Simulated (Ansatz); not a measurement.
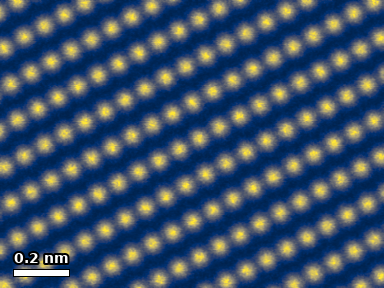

HAADF-like image of a crystal. Simulated incoherent Z contrast: every atom adds Z^1.8 spread by a probe of 0.50 Å full width; channelling and multiple scattering are left out. Shot noise and a slight drift were added.

What two-dimensional lattice does the image show, and how large is its cell?

The pattern repeats on a centred rectangular net of 0.8 × 2.5 Å.

What is the plane group of the image?

c2mm: perpendicular mirror lines on a centred net, with further twofold points between them.

How many columns does the smallest repeating cell hold, and how many levels of brightness?

1 column in the primitive cell of 1.1 Å², all of one brightness.

The crystal is Ni (Fm-3m, No. 225) seen along [221]. Atomic positions: a calculation's starting geometry.
